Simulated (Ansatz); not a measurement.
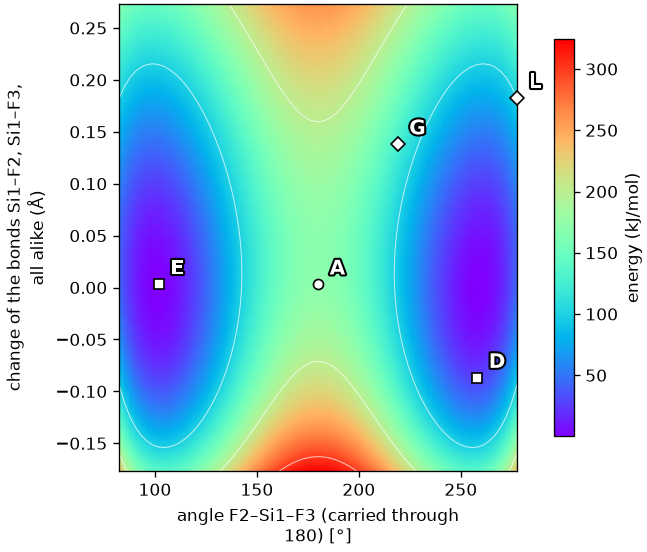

SiF2. The first coordinate is: angle F2–Si1–F3 (carried through 180); the second: change of the bonds Si1–F2, Si1–F3, all alike. Nothing is relaxed (all other coordinates rigid). The grid has 11 × 11 points; 66 points were computed and 55 follow by symmetry. Points are written as (first, second). All energies are given in kJ/mol relative to the relaxed molecule at the same level. Level of theory: Ansatz, RKS wB97M-V/def2-TZVP.

In the figure: a smooth colour map with a few white contour lines, lettered points. Between grid points the surface is interpolated.

What kind of point is each of E, G: minimum, saddle, maximum or slope?

Answer. E: minimum; G: on a slope. (In these two coordinates alone; a stationary point may lie a little off the grid point.)

Rank the lettered points by energy, lowest first.

Answer. E (0.28 kJ/mol), D (28 kJ/mol), L (101 kJ/mol), G (128 kJ/mol), A (172 kJ/mol).
